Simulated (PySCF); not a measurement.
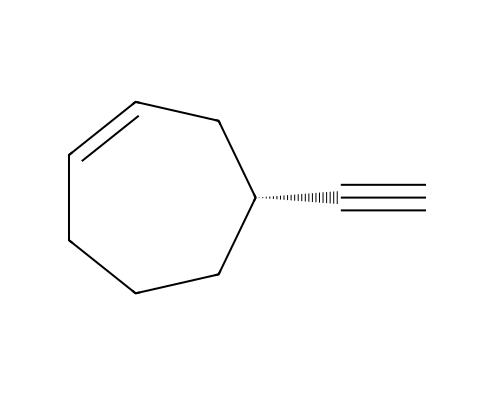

**Transcribe the drawing into SMILES.**

C#C[C@H]1CC=CCCC1

**Give the formula, hydrogens included.**

C9H12.

**An optimisation with PBE0-D3(BJ)/def2-SVP gave a structure of which point group?**

C1.

More results for the same structure follow; atom numbers are the same in all pictures, views and colours differ. The geometry was computed by an optimisation with PBE0-D3(BJ)/def2-SVP. No frequency run is at hand to confirm it as a minimum.

### Shape

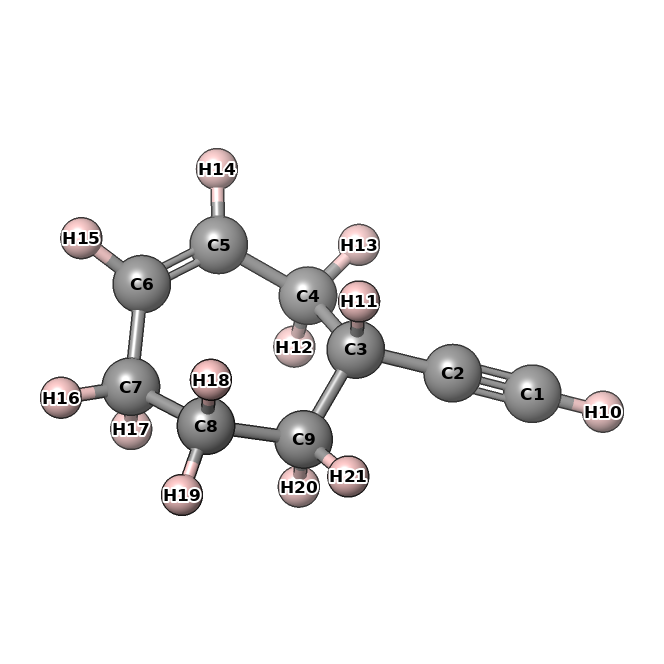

Depth is shown by fading: the farther an atom, the more it takes the colour of the background. No frequency run is at hand to confirm it as a minimum.

**Which atoms or bonds are stereogenic?**

Centres: C3.

**Assign CIP descriptors.**

C3: R (priorities C2 > C4 > C9 > H11).

### NMR shielding

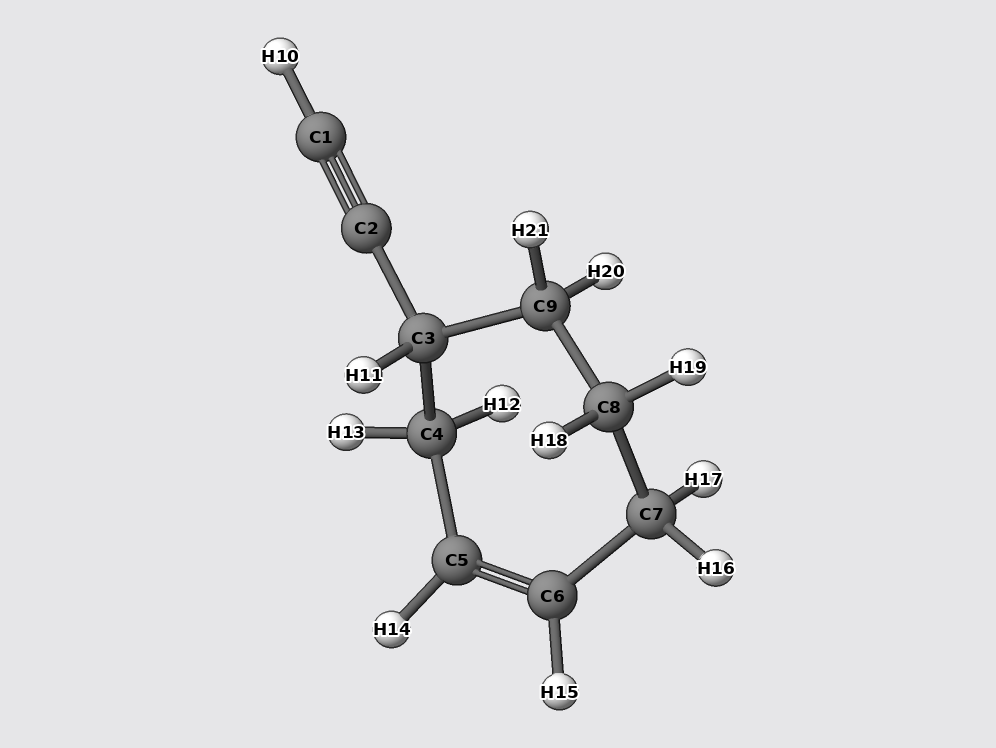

The questions are on isotropic NMR shieldings of the C atoms. No frequency run is at hand to confirm it as a minimum. Properties computed with GIAO PBE0/pcSseg-1 NMR shielding, non-relativistic, IEF-PCM tetrahydrofuran (PySCF 2.14.0).

Give the isotropic NMR shieldings of the C atoms atom by atom.

```json
{"atom": "C1", "σ (ppm)": "110.6"}
{"atom": "C2", "σ (ppm)": "89.7"}
{"atom": "C3", "σ (ppm)": "154.3"}
{"atom": "C4", "σ (ppm)": "146.9"}
{"atom": "C5", "σ (ppm)": "44.3"}
{"atom": "C6", "σ (ppm)": "38.8"}
{"atom": "C7", "σ (ppm)": "153.7"}
{"atom": "C8", "σ (ppm)": "156.2"}
{"atom": "C9", "σ (ppm)": "142.4"}
```

### Electronic properties

No frequency run is at hand to confirm it as a minimum. Method: PBE0/pcSseg-1 in benzene (IEF-PCM) (PySCF 2.14.0).

**Give the HOMO–LUMO gap at this level.**

7.21 eV.

**What is the dipole moment?**

0.92 D.

**Give the HOMO energy (Kohn–Sham orbital) at this level.**

−7.00 eV.

### Bond orders

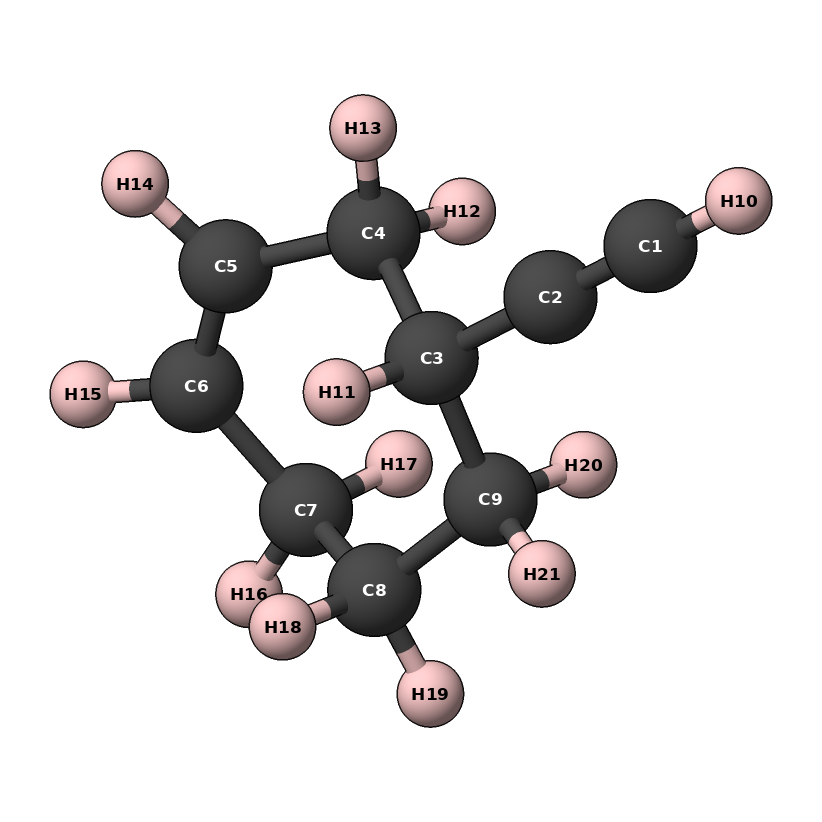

Every bond is drawn as one stick. No frequency run is at hand to confirm it as a minimum. Computed with PBE0/pcSseg-1 in benzene (IEF-PCM) (PySCF 2.14.0).

**Which bond between heavy atoms has the highest Mayer bond order?**

C1–C2, 2.50, at a length of 1.212 Å.

List the Mayer bond orders of C1–C2, C2–C3, C3–C4, C3–C9, C4–C5, C5–C6, C6–C7, C7–C8, C8–C9 (bonds between heavy atoms, one of each equivalent set).

```csv
bond,Mayer order,length (Å)
C1–C2,2.50,1.212
C2–C3,1.04,1.463
C3–C4,0.98,1.543
C3–C9,0.99,1.537
C4–C5,1.06,1.502
C5–C6,1.94,1.337
C6–C7,1.04,1.502
C7–C8,1.04,1.529
C8–C9,1.05,1.523
```
